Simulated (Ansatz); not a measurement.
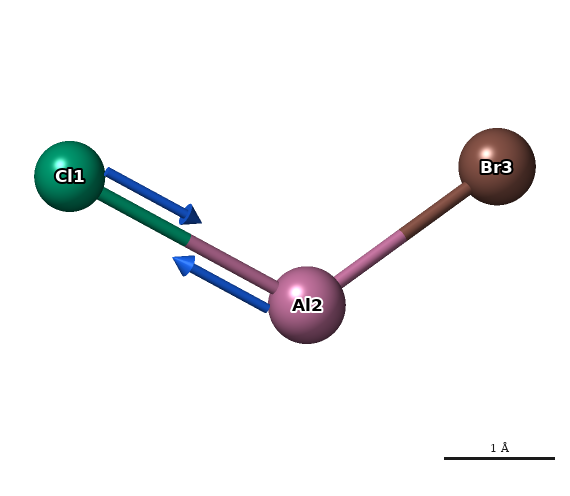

Arrows show the forces on the atoms, 0.4 Å of arrow for 1 eV/Å; forces under a tenth of the largest aren't drawn. State: neutral, doublet. Level of theory: PBE0-D4/def2-TZVP (Ansatz 0.2.0).

Which bond do the forces act along most?

Cl1–Al2, now 2.602 Å: the forces pull its atoms together, so a first step downhill shortens it.

List the force components in the frame of the picture (x right, y up, z towards the viewer), in eV/Å.

```
atom     Fx     Fy     Fz
 Cl1   2.17  −1.18  −0.87
 Al2  −2.17   1.18   0.87
 Br3   0.00   0.00   0.00
```
